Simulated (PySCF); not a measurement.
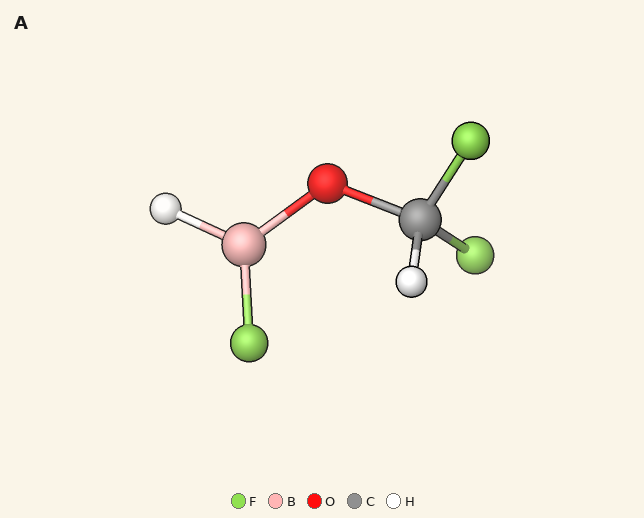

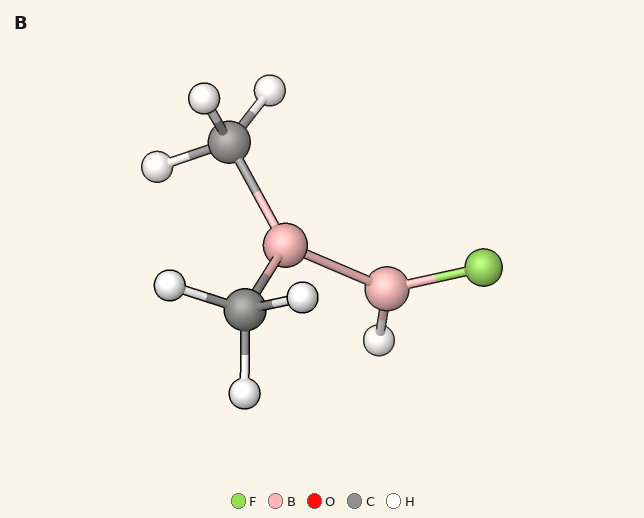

Two related species, optimised with PBE0-D3(BJ)/def2-SVP; properties computed with PySCF 2.14.0. Both: charge 0, singlet.

Question: What are A and B?

Answer: A is CH2BF3O (FBOC(F)F), B is C2H7B2F (CB(C)BF).

Compare them. With ωB97X-D/pcSseg-2: dipole moment (D), HOMO–LUMO gap (eV), HOMO energy (Kohn–Sham orbital) (eV). With PBE0/def2-SVPD: lowest vertical singlet excitation (eV), mean static polarisability (bohr³).

```tsv
quantity	A	B
dipole moment (D)	1.38	1.44
HOMO–LUMO gap (eV)	13.90	10.34
HOMO energy (Kohn–Sham orbital) (eV)	−12.43	−9.42
lowest vertical singlet excitation (eV)	8.50	4.85
mean static polarisability (bohr³)	33.2	54.7
```

Each is one conformer, and no frequency run is at hand to confirm it as a minimum.
